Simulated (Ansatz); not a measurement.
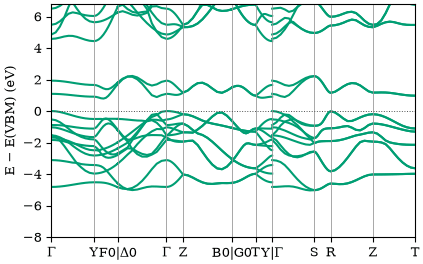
*Band structure from the program Ansatz at the PBEsol level (PAW)*

### Question
Read off the gap and where the band edges lie.

### Answer
About 0.8 eV (0.79 eV by a search for the band edges); maximum at Γ, minimum on the Y–F0 line, 39 % of the way from Y.

The material is I (molecular I2 type, Cmce).

The cell was relaxed with PBEsol under the symmetry of its start. A crystal of weakly bound molecules computed without a dispersion correction: the cell and the soft elastic constants depend strongly on that. Scalar-relativistic: spin–orbit coupling is off unless named, which matters more the heavier the elements.

Potentials: the later of the program's two PAW sets.
